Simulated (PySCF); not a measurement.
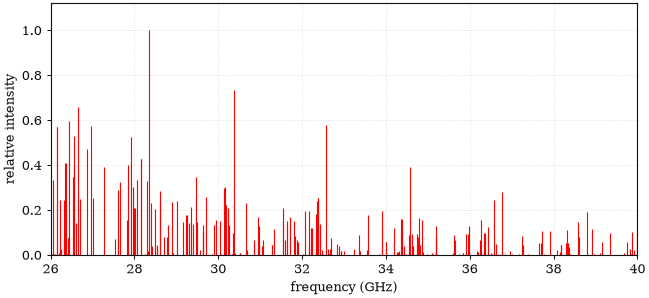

C₉H₁₃N, SMILES Cc1ccccc1N(C)C. Simulated rotational absorption lines between 26 and 40 GHz at 1.5 K: rigid rotor with the equilibrium constants and dipole of one optimised conformer (PBE0-D3(BJ)/def2-SVP, PySCF 2.14.0), commonest isotopes; no centrifugal distortion, hyperfine structure, internal rotation or nuclear-spin weights; lines within 1 MHz of each other are summed.

What are the rotational constants, and what kind of rotor is it?

Answer. Rotational constants A, B, C = 2.104, 1.162, 0.8224 GHz; Ray's κ = −0.47, an asymmetric top on the prolate side.

Which dipole components drive the lines?

Answer.
|μa|, |μb|, |μc| = 1.02, 0.00, 0.27 D; a-type lines carry 53 % of the intensity in this range.

Caveats: coarse grid, loose stop and no frequency check, small forces are noise and the end may be a saddle.
